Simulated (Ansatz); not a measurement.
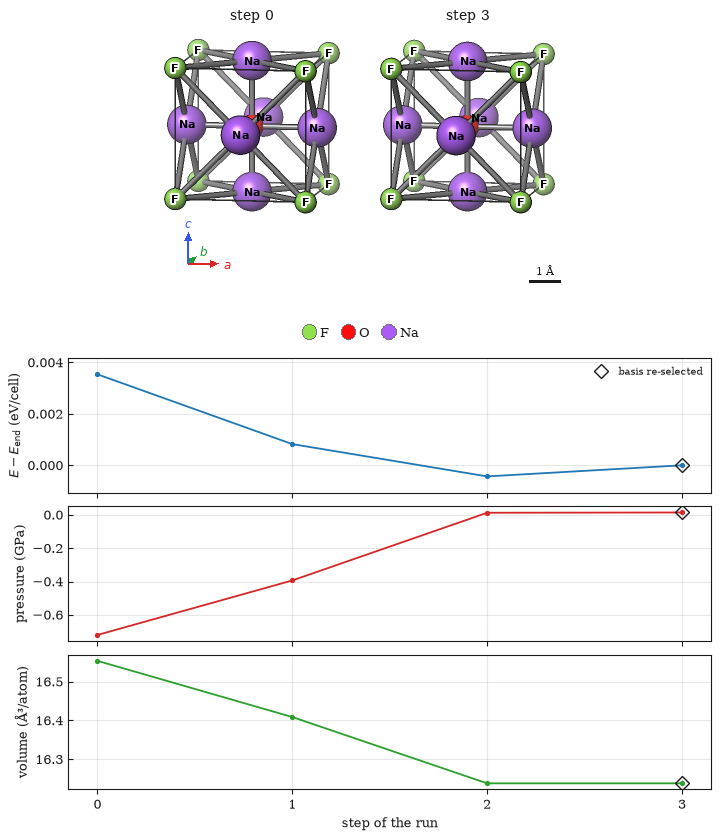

First and last geometry of a relaxation of crystalline Na₃OF (built on the antiperovskite type), with the history of the run. Style: ball-and-stick. Shown: the cell of the calculation, slightly off an axis.

Method: DFT, r2SCAN+rVV10, plane waves, PAW in Ansatz 0.2.0. Settings: plane-wave cutoff 500 eV; k-point mesh 6 × 6 × 6; occupations fermi dirac; smearing width 0.03 eV; no spin polarisation; cell and atoms relaxed; force threshold 0.01 eV/Å; at most 120 steps.

Did the run converge, and what did it change?

It converged. No atom moves by more than 0.005 Å relative to the cell. The drawn cell changes as follows: a = b = c 4.358 → 4.330 Å (−0.6 %); the volume changes by −1.9 %. Among the contacts that change: F–Na 3.082 → 3.062 Å, Na–Na 3.082 → 3.062 Å, Na–O 2.179 → 2.165 Å. The space group stays Pm-3m (No. 221). After 2 accepted moves (3 points after the start) the energy has fallen by 3.5 meV per cell of the calculation. All forces vanish by symmetry, so only the cell relaxes. The pressure goes from −0.72 to 0.01 GPa. At 1 point the geometry stayed and the basis and grid were re-selected for the new cell (energy shift of 0.4 meV per cell of the calculation at most each time).

```csv
step,"E − E(0), meV/atom","pressure, GPa","volume, Å³/atom",note
0,0.00,-0.72,16.554,
1,-0.54,-0.39,16.409,
2,-0.79,0.01,16.238,
3,-0.71,0.01,16.238,"same geometry, new basis"
```
